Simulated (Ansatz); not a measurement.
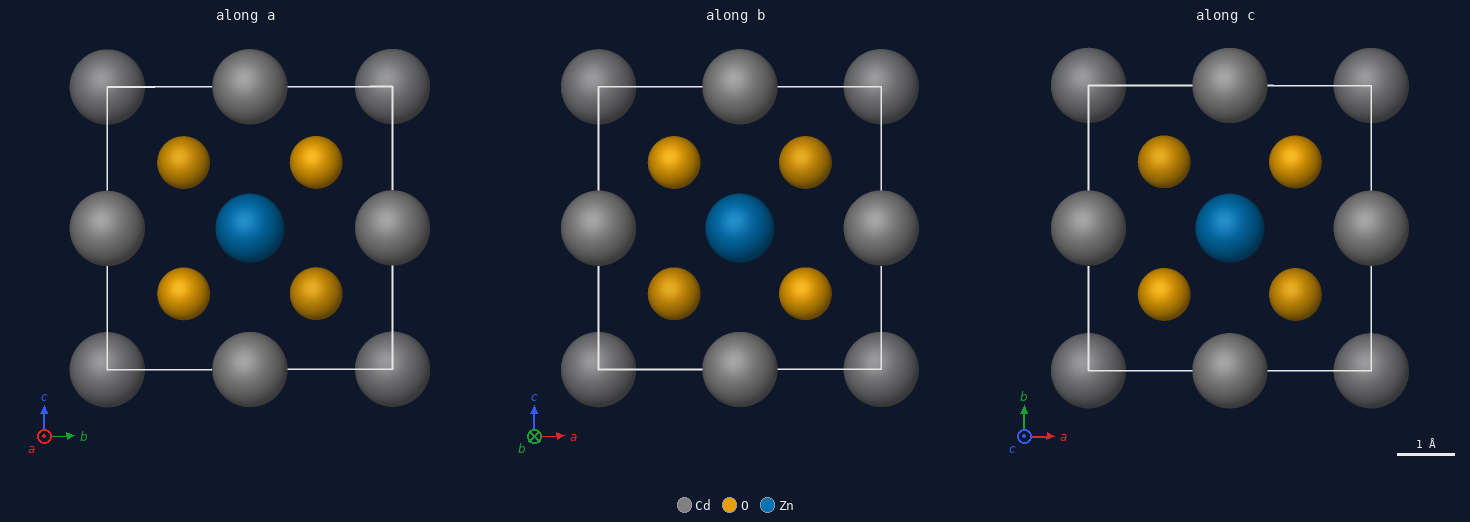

The image is a spheres-only drawing of a crystal, viewed along the a axis, along the b axis and along the c axis. The wireframe shows the unit cell.

Lattice parameters: a = 4.984 Å, b = 5.029 Å, c = 4.984 Å, α = 89.89°, β = 89.97°, γ = 90.03°. Put a along x and b in the xy plane.

Q: Express the structure as a POSCAR file, with free fractional coordinates to two decimals.

A:
```
Cd O Zn
1.0
     4.984    0.000    0.000
    -0.002    5.029    0.000
     0.003    0.009    4.984
Cd O Zn
3 4 1
Direct
  0.00 0.00 0.50
  0.00 0.50 0.00
  0.50 0.00 0.00
  0.27 0.27 0.73
  0.27 0.73 0.27
  0.73 0.27 0.27
  0.73 0.73 0.73
  0.50 0.50 0.50
```

The structure comes from a structure type filled with these elements by a generator (whether the compound takes this form wasn't checked). What is shown is the relaxed result from DFT PBE, scalar-relativistic, plane waves, PAW (Ansatz 0.2.0).
